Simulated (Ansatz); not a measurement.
**AlBH₂ (triplet): RPA-PBE over vertical spin and charge gaps, cc-pVDZ**

How well do these functionals follow the top wave-function level for AlBH₂ (triplet) over vertical spin and charge gaps?

The runs use Ansatz 0.2.0, Gaussian basis; cc-pVDZ, all electrons in the functionals, frozen cores in the correlation of double hybrids and RPA.

The runs, in order: RPA-PBE, at charge 0, triplet; charge 0, singlet; charge 0, quintet; charge 1, doublet; charge 1, quartet.

10 further runs of the same task are left out: 4 for a known fault of the program, 6 set aside as unsound or not needed.

**1. What is computed**

The geometry is a PBE0/def2-TZVP stationary point (not a proven minimum).

4 atoms, charge 0, spin multiplicity 3.

Atoms are counted from 1 here; the program's logs count them from 0.

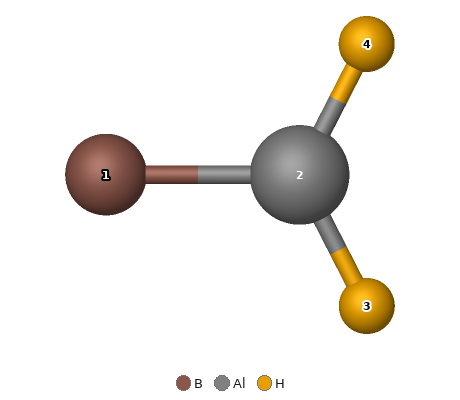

The structure; boron brown, aluminium grey, hydrogen amber; atoms are numbered from 1 in the order of the file.

No dispersion term is added.

The geometry shown and the zero of energy belong to the point charge 0, triplet. The yardstick, UCCSDTQ, and other wave-function levels (R restricted, U unrestricted, valence and pair active spaces) come from earlier runs.

**2. RPA-PBE, charge 0, triplet**

Contents of in.yaml:

```yaml
crystal:
  periodic: [false, false, false]
  atoms:
    - {symbol: B, position_ang: [0.000000, 0.000000, 1.551119]}
    - {symbol: Al, position_ang: [0.000000, 0.000000, -0.528209]}
    - {symbol: H, position_ang: [0.000000, -1.411327, -1.248716]}
    - {symbol: H, position_ang: [0.000000, 1.411327, -1.248716]}
basis:
  gaussian: {orbitals: cc-pVDZ}
magnetization: {spin_polarized: true, initial_magnetization: 2}
hamiltonian: {xc: {name: PBE}}
correlation: {method: rpa, electrons: outside_noble_gas}
```

Started as:

```bash
$ ansatz run in.yaml --threads 1 --pin off --events-out ev --progress --plain --max-ram 2816MiB --backend cpu
```

Log:

```text
Functional definition: PBE
  name "PBE"
  cite "Perdew, Burke & Ernzerhof, Phys. Rev. Lett. 77, 3865 (1996) doi:10.1103/PhysRevLett.77.3865"
  parent pbe
  parameter kappa = 0.804
  parameter beta = 0.06672455060314922
  exchange = pbe_x(kappa = kappa, mu = beta*pi^2/3)
  correlation = pbe_c(beta = beta)
399 factors; integrals over basis functions are off by at most 8.9e-4 eV
mean field evaluation 1: about -7294.7167 eV, gradient 9.0e0 eV
mean field evaluation 2: about -7294.7140 eV, gradient 9.0e0 eV
mean field evaluation 4: about -7295.4928 eV, gradient 1.8e0 eV
mean field evaluation 8: about -7295.5327 eV, gradient 2.2e-2 eV
mean field evaluation 16: about -7295.5327 eV, gradient 4.7e-6 eV
mean field evaluation 32: about -7294.6892 eV, gradient 3.3e0 eV
mean field -7295.53273211 eV, -268.1058828153 hartree, gradient 4.6e-6 eV, S^2 2.002872; 7 other end points of the search recorded, 0 dependent functions left out
6 core orbitals not correlated: weight in the atoms' cores, before any rotation towards them, 1.000 or more for the frozen orbitals, at most 0.000 for the correlated occupied ones
reference -7281.85622250 eV, -267.6032803575 hartree; 5, 3 occupied and 31, 33 virtual orbitals, 399 factors
Total energy: -7288.84167928 eV, -267.8599911593 hartree
```

Wall time 2.2 s (1 thread of AMD EPYC 7R13, shared host); peak memory 0.26 GiB.

From the report: ⟨S²⟩ of the determinant 2.003 (pure triplet: 2.00).

**3. RPA-PBE, charge 0, singlet**

Changes to in.yaml since step 2:

```diff
@@ -9,3 +9,3 @@
   gaussian: {orbitals: cc-pVDZ}
-magnetization: {spin_polarized: true, initial_magnetization: 2}
+magnetization: {spin_polarized: true, initial_magnetization: 0}
 hamiltonian: {xc: {name: PBE}}
```

The command is unchanged.

Log, shortened:

```text
Functional definition: PBE
  name "PBE"
  cite "Perdew, Burke & Ernzerhof, Phys. Rev. Lett. 77, 3865 (1996) doi:10.1103/PhysRevLett.77.3865"
  parent pbe
[...]
399 factors; integrals over basis functions are off by at most 8.9e-4 eV
[...]
mean field -7295.32467255 eV, -268.0982367677 hartree, gradient 3.7e-6 eV, S^2 0.942066; 23 other end points of the search recorded, 0 dependent functions left out
6 core orbitals not correlated: weight in the atoms' cores, before any rotation towards them, 1.000 or more for the frozen orbitals, at most 0.000 for the correlated occupied ones
reference -7281.50748579 eV, -267.5904645198 hartree; 4, 4 occupied and 32, 32 virtual orbitals, 399 factors
Total energy: -7288.62028966 eV, -267.8518552408 hartree
```

It took 9.5 s on 1 thread of AMD EPYC 7R13, shared host; peak memory 0.26 GiB.

From the report: ⟨S²⟩ of the determinant 0.942 (pure singlet: 0.00). The determinant is far from a pure spin state, so its energy mixes those of several spin states (harmless only where they are near-degenerate, as at dissociation).

From charge 0, triplet: +5.1 kcal/mol.

**4. RPA-PBE, charge 0, quintet**

Changes to in.yaml since step 3:

```diff
@@ -9,3 +9,3 @@
   gaussian: {orbitals: cc-pVDZ}
-magnetization: {spin_polarized: true, initial_magnetization: 0}
+magnetization: {spin_polarized: true, initial_magnetization: 4}
 hamiltonian: {xc: {name: PBE}}
```

Launched as before.

Log, shortened:

```text
Functional definition: PBE
  name "PBE"
  cite "Perdew, Burke & Ernzerhof, Phys. Rev. Lett. 77, 3865 (1996) doi:10.1103/PhysRevLett.77.3865"
  parent pbe
[...]
399 factors; integrals over basis functions are off by at most 8.9e-4 eV
[...]
mean field -7291.86909479 eV, -267.9712466270 hartree, gradient 4.8e-6 eV, S^2 6.001795; 6 other end points of the search recorded, 0 dependent functions left out
6 core orbitals not correlated: weight in the atoms' cores, before any rotation towards them, 1.000 or more for the frozen orbitals, at most 0.000 for the correlated occupied ones
reference -7278.67686040 eV, -267.4864409552 hartree; 6, 2 occupied and 30, 34 virtual orbitals, 399 factors
Total energy: -7284.97765226 eV, -267.7179907852 hartree
```

Wall time 2.6 s (1 thread of AMD EPYC 7R13, shared host); peak memory 0.26 GiB.

From the report: ⟨S²⟩ of the determinant 6.002 (pure quintet: 6.00).

From charge 0, triplet: +89.1 kcal/mol.

**5. RPA-PBE, charge 1, doublet**

Changes to in.yaml since step 4:

```diff
@@ -9,3 +9,4 @@
   gaussian: {orbitals: cc-pVDZ}
-magnetization: {spin_polarized: true, initial_magnetization: 4}
+total_charge: 1
+magnetization: {spin_polarized: true, initial_magnetization: 1}
 hamiltonian: {xc: {name: PBE}}
```

Launched as before.

Log, shortened:

```text
Functional definition: PBE
  name "PBE"
  cite "Perdew, Burke & Ernzerhof, Phys. Rev. Lett. 77, 3865 (1996) doi:10.1103/PhysRevLett.77.3865"
  parent pbe
[...]
399 factors; integrals over basis functions are off by at most 8.9e-4 eV
[...]
mean field -7287.22135482 eV, -267.8004453335 hartree, gradient 2.7e-6 eV, S^2 0.753131; 8 other end points of the search recorded, 0 dependent functions left out
6 core orbitals not correlated: weight in the atoms' cores, before any rotation towards them, 1.000 or more for the frozen orbitals, at most 0.000 for the correlated occupied ones
reference -7274.06741490 eV, -267.3170469575 hartree; 4, 3 occupied and 32, 33 virtual orbitals, 399 factors
Total energy: -7280.65647077 eV, -267.5591902947 hartree
```

It took 3.7 s on 1 thread of AMD EPYC 7R13, shared host; peak memory 0.26 GiB.

From the report: ⟨S²⟩ of the determinant 0.753 (pure doublet: 0.75).

From charge 0, triplet: +188.8 kcal/mol.

**6. RPA-PBE, charge 1, quartet**

Changes to in.yaml since step 5:

```diff
@@ -10,3 +10,3 @@
 total_charge: 1
-magnetization: {spin_polarized: true, initial_magnetization: 1}
+magnetization: {spin_polarized: true, initial_magnetization: 3}
 hamiltonian: {xc: {name: PBE}}
```

The command is unchanged.

Log, shortened:

```text
Functional definition: PBE
  name "PBE"
  cite "Perdew, Burke & Ernzerhof, Phys. Rev. Lett. 77, 3865 (1996) doi:10.1103/PhysRevLett.77.3865"
  parent pbe
[...]
399 factors; integrals over basis functions are off by at most 8.9e-4 eV
[...]
mean field -7284.59770351 eV, -267.7040279263 hartree, gradient 2.2e-6 eV, S^2 3.761035; 17 other end points of the search recorded, 0 dependent functions left out
6 core orbitals not correlated: weight in the atoms' cores, before any rotation towards them, 1.000 or more for the frozen orbitals, at most 0.000 for the correlated occupied ones
reference -7271.18294861 eV, -267.2110447765 hartree; 5, 2 occupied and 31, 34 virtual orbitals, 399 factors
Total energy: -7277.85045267 eV, -267.4560710314 hartree
```

Wall time 4.4 s (1 thread of AMD EPYC 7R13, shared host); peak memory 0.26 GiB.

From the report: ⟨S²⟩ of the determinant 3.761 (pure quartet: 3.75).

From charge 0, triplet: +253.5 kcal/mol.

**7. The comparison**

The yardstick is UCCSDTQ, where the cluster series has nearly closed. It comes from earlier runs at the same points. Energies in kcal/mol, counted from charge 0, triplet; blanks weren't run or aren't comparable.

| level | triplet to quintet | ionisation to the doublet cation | ionisation to the quartet cation |
| --- | --- | --- | --- |
| UCCSDTQ | 86.8 | 185.8 | 258.3 |
| RPA-PBE | 89.1 | 188.8 | 253.5 |

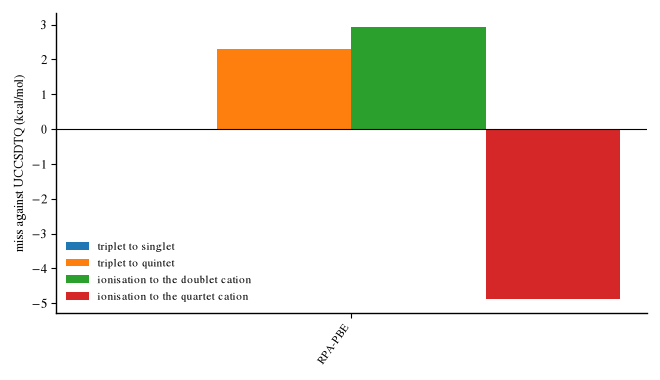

Misses of the gaps against UCCSDTQ.

Largest miss and mean time a point (UCCSDTQ took 30 s a point; shared hosts):

| level | largest miss (kcal/mol) | where | time a point |
| --- | --- | --- | --- |
| RPA-PBE | -4.9 | ionisation to the quartet cation | 4.5 s |

**8. What came out**

```
                                 quantity                                             value
              triplet to quintet, UCCSDTQ                                     86.8 kcal/mol
ionisation to the doublet cation, UCCSDTQ                                    185.8 kcal/mol
ionisation to the quartet cation, UCCSDTQ                                    258.3 kcal/mol
                    largest miss, RPA-PBE  -4.9 kcal/mol (ionisation to the quartet cation)
```

In words: Misses are known at 3 of 4 points at best, and only functionals with that many are ranked. RPA-PBE strays by up to 4.9 kcal/mol, at ionisation to the quartet cation. RPA-PBE clearly breaks the spin symmetry at some points (⟨S²⟩ up to 0.94 above the pure value), so energy there is bought with a mixed spin. Functionals and the yardstick converge differently with the basis, so part of each miss in cc-pVDZ is the basis. The program flags that the yardstick's amplitudes may have other solutions at some points.
